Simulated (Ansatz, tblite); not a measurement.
# The cluster In₅H₉O₁₂: a ladder of methods and basis sets

Aim: run the singlet of the cluster In₅H₉O₁₂ at one geometry on many levels, and compare frontier levels, spin and run time.

Computed with Ansatz 0.2.0, Gaussian basis. Level: as each input shows.

The runs, in order: GFN1-xTB, GFN2-xTB, PBE-D4/def2-TZVP, r2SCAN-D4/def2-TZVP, B97M-V/def2-TZVP, r2SCANh-D4/def2-TZVP, LDA/def2-TZVP, PBE-D4/def2-SVP, PBE0-D4/def2-SVP, MP2/def2-SVP, RPA/def2-SVP.

**1. The relaxed structure**

The geometry is that of the singlet, from an earlier relaxation (PBE-D4/def2-SVP).

26 atoms, charge 0, spin multiplicity 1.

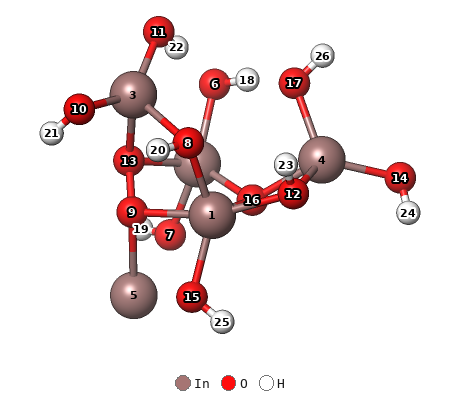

The structure; indium brown, oxygen red, hydrogen white; atoms are numbered from 1 in the order of the file.

In takes a core potential in the def2 sets. No spin-orbit coupling is included.

PBE0-D4/def2-TZVP was run before; its log isn't repeated, and its numbers join the tables.

**2. GFN1-xTB**

Tight binding, by tblite at 300 K electronic temperature and without a spin-polarisation term:

```python
tblite.interface.Calculator('GFN1-xTB', numbers, positions, charge=0, uhf=0).singlepoint()
```

Energy -1877.9154 eV, HOMO -10.04 eV, LUMO -7.59 eV; 0.052 s.

**3. GFN2-xTB**

Tight binding, by tblite at 300 K electronic temperature and without a spin-polarisation term:

```python
tblite.interface.Calculator('GFN2-xTB', numbers, positions, charge=0, uhf=0).singlepoint()
```

Energy -1626.2616 eV, HOMO -11.51 eV, LUMO -9.54 eV; 0.051 s.

**4. PBE-D4/def2-TZVP**

start.molden holds the orbitals of an earlier run on this state, given as this run's starting guess.

Input file in.yaml:

```yaml
crystal:
  periodic: [false, false, false]
  atoms:
    - {symbol: In, position_ang: [1.101573, -0.750303, 1.048723]}
    - {symbol: In, position_ang: [0.058446, 0.225688, -2.077146]}
    - {symbol: In, position_ang: [-2.330955, -1.381433, 0.276124]}
    - {symbol: In, position_ang: [0.842952, 2.480475, 0.725168]}
    - {symbol: In, position_ang: [2.490651, -2.595380, -1.617400]}
    - {symbol: O, position_ang: [-1.604334, 1.382094, -2.216146]}
    - {symbol: O, position_ang: [1.561409, -0.755558, -3.118510]}
    - {symbol: O, position_ang: [-0.868966, -0.940361, 1.916648]}
    - {symbol: O, position_ang: [0.443549, -2.225454, -0.480871]}
    - {symbol: O, position_ang: [-2.581229, -3.112351, 1.319686]}
    - {symbol: O, position_ang: [-3.481773, 0.021344, -0.553996]}
    - {symbol: O, position_ang: [1.214164, 1.031953, 2.347533]}
    - {symbol: O, position_ang: [-0.710354, -1.648874, -1.199733]}
    - {symbol: O, position_ang: [1.948046, 4.156947, 0.943192]}
    - {symbol: O, position_ang: [2.836486, -1.879946, 0.766904]}
    - {symbol: O, position_ang: [1.251469, 0.775527, -0.444848]}
    - {symbol: O, position_ang: [-1.125485, 2.653073, 0.144142]}
    - {symbol: H, position_ang: [-1.489057, 1.990067, -1.419043]}
    - {symbol: H, position_ang: [1.233218, -1.171406, -3.941164]}
    - {symbol: H, position_ang: [-1.014171, -1.845976, 2.285283]}
    - {symbol: H, position_ang: [-2.224544, -3.838641, 0.770219]}
    - {symbol: H, position_ang: [-2.898501, 0.500354, -1.209270]}
    - {symbol: H, position_ang: [0.424812, 0.943077, 2.923546]}
    - {symbol: H, position_ang: [2.792164, 3.920639, 1.376372]}
    - {symbol: H, position_ang: [3.657848, -1.452378, 1.080484]}
    - {symbol: H, position_ang: [-1.527439, 3.516823, 0.354124]}
basis:
  gaussian: {orbitals: def2-TZVP, fitting: {mean_field: def2-universal-jkfit}, initial_orbitals: start.molden}
hamiltonian: {xc: pbe, dispersion: d4}
scf: {omitted_lower_state_checks: [starts]}
output: {forces: true, orbitals: {seedname: orbitals}}
```

On the command line:

```console
$ ansatz run in.yaml --threads 2 --pin off --events-out ev --progress --plain --max-ram 22528MiB --backend cuda --devices 0, --max-vram 18GiB
```

The runs that follow: r2SCAN-D4/def2-TZVP; B97M-V/def2-TZVP; r2SCANh-D4/def2-TZVP; LDA/def2-TZVP; PBE-D4/def2-SVP; PBE0-D4/def2-SVP; MP2/def2-SVP; RPA/def2-SVP.

Before running them: what should the planned runs give, taken together? Wanted: gap in def2-TZVP, named functionals, smallest and largest; correlation energy, MP2/def2-SVP; binding an atom, functionals in def2-TZVP; PBE0 total energy, smallest basis above largest.

The runs gave:

| quantity | value |
| --- | --- |
| gap in def2-TZVP, named functionals, smallest and largest | 2.40 eV (LDA), 4.24 eV (PBE0-D4) |
| correlation energy, MP2/def2-SVP | -75.42 eV |
| binding an atom, functionals in def2-TZVP | 3.43 (PBE0-D4) to 4.23 eV (LDA) |
| PBE0 total energy, smallest basis above largest | 31.29 eV (def2-SVP, def2-TZVP) |

What this shows: Orbital gaps of the named functionals in def2-TZVP span 2.40 eV (LDA) to 4.24 eV (PBE0-D4); exact exchange widens it.
